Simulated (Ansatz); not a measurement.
## Run report: C2H3S (charge −1), geometry relaxation (part 2 of 2)

Continued. System: C2H3S, charge −1. Method: RKS PBE-D4/def2-SVPD (Ansatz 0.2.0). 

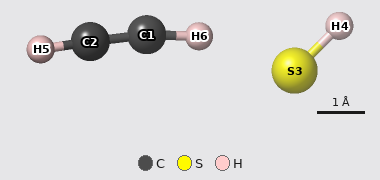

**Figure 1.** The geometry at step 17 of the log (ball-and-stick view, seen at a tilt; atoms are numbered from 1 in the order of the input).

**Trajectory as extended XYZ, continued**
```
6
Properties=species:S:1:pos:R:3:forces:R:3 step=7 energy=-12943.48583
C    -1.0603   -0.3556    0.1668    0.1594   0.0432   0.0221
C    -0.4112    0.0386   -0.8402   -0.3359  -0.1208   0.0454
S     2.0161    0.4475    0.8732    0.0729  -0.0188   0.2707
H     2.9111    0.5437    1.9242    0.0501   0.0079  -0.0231
H     0.0406    0.3541   -1.7710    0.1029   0.0516  -0.0864
H     0.9974   -0.0220    1.6562   -0.0495   0.0368  -0.2287
6
Properties=species:S:1:pos:R:3:forces:R:3 step=8 energy=-12943.55500
C    -0.9782   -0.3500    0.2394    0.6804   0.3918  -0.9106
C    -0.4561    0.0269   -0.8599   -0.7217  -0.4523   1.1410
S     2.1281    0.4799    0.9103   -0.1866  -0.1320   0.4005
H     2.9106    0.5098    2.0501   -0.1608  -0.0374  -0.0772
H    -0.0442    0.3361   -1.8094    0.0636   0.0556  -0.1723
H     0.9334    0.0036    1.4789    0.3250   0.1743  -0.3814
6
Properties=species:S:1:pos:R:3:forces:R:3 step=9 energy=-12943.65026
C    -0.8789   -0.3304    0.2856    0.0785  -0.1561   0.9558
C    -0.4837    0.0156   -0.8458    0.1002   0.2030  -0.9176
S     2.2234    0.5059    0.9392    0.0791  -0.1121   0.7246
H     2.8719    0.4686    2.1805   -0.4448  -0.0348  -0.5297
H    -0.1525    0.3079   -1.8382   -0.0440  -0.0201   0.0562
H     0.9135    0.0387    1.2880    0.2312   0.1201  -0.2892
6
Properties=species:S:1:pos:R:3:forces:R:3 step=10 energy=-12943.78774
C    -0.7063   -0.2929    0.3712    0.7308   0.5835  -1.7589
C    -0.4977    0.0143   -0.8553   -0.5312  -0.5880   2.0973
S     2.2768    0.5180    0.9721    0.1554   0.0128   0.1911
H     2.7736    0.4245    2.2468   -0.1667  -0.0414  -0.0494
H    -0.2505    0.2827   -1.8693   -0.0365   0.0486  -0.2885
H     0.8978    0.0597    1.1438   -0.1519  -0.0155  -0.1916
6
Properties=species:S:1:pos:R:3:forces:R:3 step=11 energy=-12943.93254
C    -0.5227   -0.2428    0.4134    0.4533   0.5290  -1.9449
C    -0.4976    0.0117   -0.8404   -0.1539  -0.2610   0.9945
S     2.3075    0.5231    1.0026    0.7368   0.1862   0.2203
H     2.7002    0.3894    2.3086   -0.1326  -0.0265  -0.0752
H    -0.3690    0.2545   -1.9167   -0.2311  -0.2240   0.8361
H     0.8753    0.0704    1.0418   -0.6726  -0.2038  -0.0307
6
Properties=species:S:1:pos:R:3:forces:R:3 step=12 energy=-12944.16764
C    -0.3434   -0.1819    0.3874    0.0478   0.5440  -2.6840
C    -0.5217    0.0090   -0.8678    0.1463  -0.4543   2.5041
S     2.4158    0.5452    1.0668    0.8594   0.1654   0.5183
H     2.6315    0.3469    2.4151   -0.1080   0.0324  -0.3361
H    -0.5539    0.2003   -1.9302   -0.1849  -0.0244  -0.1480
H     0.8654    0.0867    0.9380   -0.7607  -0.2632   0.1457
6
Properties=species:S:1:pos:R:3:forces:R:3 step=13 energy=-12944.40929
C    -0.2126   -0.1314    0.3358   -0.6992   0.4151  -3.2240
C    -0.5568    0.0011   -0.8866    0.3145  -0.1504   1.2002
S     2.5811    0.5793    1.1597    0.5168   0.0785   0.4180
H     2.5935    0.3161    2.5092    0.0029   0.0466  -0.2307
H    -0.7407    0.1529   -1.9827   -0.0053  -0.2450   1.2932
H     0.8292    0.0883    0.8739   -0.1297  -0.1448   0.5432
6
Properties=species:S:1:pos:R:3:forces:R:3 step=14 energy=-12944.73083
C    -0.1247   -0.0756    0.1898   -0.6322   0.1576  -1.8019
C    -0.5671    0.0137   -0.9739    0.2014  -0.0906   0.7532
S     2.7247    0.6076    1.2458    0.1758  -0.0127   0.3451
H     2.6896    0.3302    2.5866    0.0829   0.0379  -0.0602
H    -0.9005    0.1098   -2.0148    0.0611  -0.0995   0.6273
H     0.6715    0.0205    0.9758    0.1111   0.0073   0.1365
6
Properties=species:S:1:pos:R:3:forces:R:3 step=15 energy=-12944.85212
C    -0.1094   -0.0448    0.0619    0.4839   0.1357   0.0620
C    -0.6468    0.0027   -1.0453    0.1123  -0.0339   0.3407
S     2.8028    0.5996    1.4150   -0.0134   0.0669  -0.3555
H     2.8150    0.3395    2.7362    0.0212  -0.0908   0.4879
H    -1.0709    0.0595   -2.0309   -0.1999  -0.0346  -0.1304
H     0.7030    0.0498    0.8724   -0.4041  -0.0433  -0.4047
6
Properties=species:S:1:pos:R:3:forces:R:3 step=16 energy=-12944.89177
C    -0.0019    0.0096   -0.0469   -1.2163  -0.0611  -1.6454
C    -0.6808   -0.0010   -1.0842    0.2157   0.0097   0.2887
S     2.8130    0.5835    1.5163    0.1230  -0.1016   0.7014
H     2.8902    0.3337    2.8830   -0.0290   0.1044  -0.5657
H    -1.2559    0.0015   -2.0265    0.4028  -0.0230   0.7750
H     0.7292    0.0789    0.7676    0.5039   0.0715   0.4460
6
Properties=species:S:1:pos:R:3:forces:R:3 step=17 energy=-12944.94802
C     0.0449    0.0400   -0.1312   -0.2748   0.0350  -0.6211
C    -0.7242   -0.0120   -1.0978    0.2629   0.0236   0.2964
S     2.8086    0.5640    1.6124    0.1122   0.0363  -0.0028
H     2.8744    0.3155    2.9511   -0.0463  -0.0246   0.0499
H    -1.3775   -0.0462   -1.9726    0.2218  -0.0132   0.4267
H     0.8674    0.1450    0.6473   -0.2757  -0.0572  -0.1492
6
Properties=species:S:1:pos:R:3:forces:R:3 step=18 energy=-12944.96374
C     0.1148    0.0850   -0.2529    0.2467  -0.0467   0.6407
C    -0.7291   -0.0083   -1.1264   -0.4588  -0.0538  -0.4583
S     2.8976    0.5782    1.6855   -0.0311   0.0014  -0.0537
H     2.8420    0.2926    3.0154   -0.0160  -0.0244   0.0963
H    -1.4848   -0.0954   -1.8889   -0.0083   0.0128  -0.0812
H     0.8531    0.1542    0.5766    0.2675   0.1107  -0.1438
6
Properties=species:S:1:pos:R:3:forces:R:3 step=19 energy=-12944.99319
C     0.1613    0.1036   -0.2714    0.0022  -0.0137   0.0652
C    -0.7412   -0.0188   -1.0920    0.0045   0.0013   0.0050
S     2.8934    0.5750    1.6980    0.0406   0.0091   0.0224
H     2.7229    0.2549    3.0143   -0.0357  -0.0085  -0.0128
H    -1.5322   -0.1246   -1.8186    0.0046   0.0006   0.0071
H     0.9895    0.2162    0.4789   -0.0162   0.0112  -0.0868
6
Properties=species:S:1:pos:R:3:forces:R:3 step=20 energy=-12944.99909
C     0.1924    0.1153   -0.2857    0.0389   0.0220  -0.0495
C    -0.7410   -0.0236   -1.0674   -0.0209  -0.0046  -0.0099
S     2.9148    0.5800    1.7119    0.0652   0.0227  -0.0099
H     2.6279    0.2283    2.9986   -0.0420  -0.0133  -0.0006
H    -1.5583   -0.1433   -1.7612   -0.0201  -0.0078   0.0068
H     1.0578    0.2496    0.4131   -0.0210  -0.0191   0.0631
6
Properties=species:S:1:pos:R:3:forces:R:3 step=21 energy=-12944.99104 accepted=F
C     0.2233    0.1237   -0.2798   -0.1626  -0.0082  -0.2124
C    -0.7363   -0.0287   -1.0348    0.2384   0.0378   0.1886
S     3.0124    0.6104    1.7153   -0.3290  -0.2279   0.6081
H     2.4521    0.1872    2.9250    0.2867   0.2214  -0.6432
H    -1.5763   -0.1600   -1.7059    0.1058   0.0112   0.1099
H     1.1184    0.2736    0.3895   -0.1393  -0.0343  -0.0511
6
Properties=species:S:1:pos:R:3:forces:R:3 step=22 energy=-12945.00374
C     0.2099    0.1198   -0.2815   -0.0840  -0.0088  -0.0847
C    -0.7336   -0.0244   -1.0517    0.0403   0.0050   0.0376
S     2.9574    0.5948    1.7061   -0.0293  -0.0405   0.1521
H     2.5434    0.2100    2.9563    0.0282   0.0406  -0.1565
H    -1.5615   -0.1497   -1.7331    0.0088  -0.0012   0.0180
H     1.0780    0.2558    0.4133    0.0360   0.0050   0.0333
6
Properties=species:S:1:pos:R:3:forces:R:3 step=23 energy=-12945.00488
C     0.2265    0.1258   -0.2789    0.0779   0.0264   0.0021
C    -0.7290   -0.0271   -1.0320    0.0343   0.0047   0.0313
S     2.9893    0.6025    1.7111   -0.1084  -0.0789   0.2231
H     2.4580    0.1913    2.9127    0.0926   0.0775  -0.2381
H    -1.5660   -0.1595   -1.6993   -0.0223  -0.0076   0.0011
H     1.1149    0.2733    0.3957   -0.0741  -0.0221  -0.0195
6
Properties=species:S:1:pos:R:3:forces:R:3 step=24 energy=-12945.00741
C     0.2422    0.1308   -0.2838    0.0068   0.0040  -0.0144
C    -0.7222   -0.0263   -1.0242   -0.0038  -0.0018   0.0026
S     2.9873    0.6024    1.7155   -0.0007  -0.0006   0.0006
H     2.4280    0.1866    2.8895   -0.0050  -0.0008  -0.0038
H    -1.5699   -0.1638   -1.6777    0.0013  -0.0008   0.0072
H     1.1283    0.2765    0.3899    0.0014   0.0000   0.0078
6
Properties=species:S:1:pos:R:3:forces:R:3 step=25 energy=-12945.00760
C     0.2568    0.1364   -0.2854   -0.0208   0.0022  -0.0422
C    -0.7160   -0.0265   -1.0137   -0.0099  -0.0029  -0.0009
S     2.9825    0.6006    1.7129    0.0137   0.0012   0.0169
H     2.3938    0.1794    2.8710    0.0002   0.0020  -0.0098
H    -1.5718   -0.1696   -1.6557    0.0067   0.0003   0.0094
H     1.1484    0.2861    0.3801    0.0101  -0.0027   0.0266
6
Properties=species:S:1:pos:R:3:forces:R:3 step=26 energy=-12945.00779
C     0.2651    0.1398   -0.2895   -0.0124   0.0003  -0.0202
C    -0.7144   -0.0272   -1.0080    0.0054  -0.0003   0.0103
S     2.9984    0.6037    1.7228   -0.0084  -0.0034   0.0046
H     2.3617    0.1731    2.8516    0.0058   0.0028  -0.0047
H    -1.5770   -0.1744   -1.6400    0.0119   0.0022   0.0079
H     1.1599    0.2912    0.3723   -0.0023  -0.0015   0.0022
```

The run was set up as follows.

**Input file**
```yaml
crystal:
  periodic: [false, false, false]
  atoms:
    - {symbol: C, position_ang: [-1.097231, -0.340909, -0.032101]}
    - {symbol: C, position_ang: [0.108393, 0.105384, -0.369139]}
    - {symbol: S, position_ang: [1.469916, 0.306636, 0.821125]}
    - {symbol: H, position_ang: [2.765085, 0.641304, 1.066348]}
    - {symbol: H, position_ang: [0.499928, 0.418265, -1.349531]}
    - {symbol: H, position_ang: [0.747569, -0.124411, 1.872581]}
basis:
  gaussian: {orbitals: def2-SVPD}
total_charge: -1
hamiltonian: {xc: pbe, dispersion: d4}
relax: {f_tol: 0.03, max_steps: 250}
```

Launch command:
```bash
ansatz run in.yaml --threads 2 --pin off --events-out ev --progress --plain --max-ram 4352MiB
```

**Summary**

- outcome: converged
- total energy: −12945.0078 eV
- mean-field energy: −12944.9281 eV
- dispersion energy: −0.0797 eV
- SCF solution under orbital rotations: stable
- largest force (length of the vector) at the end: 0.024 eV/Å
- hardware: 2 threads of Arm Neoverse V1, 23 GiB of memory available, shared host
- wall time: 27 s (CPU time 50 s)
- peak memory: 0.14 GiB
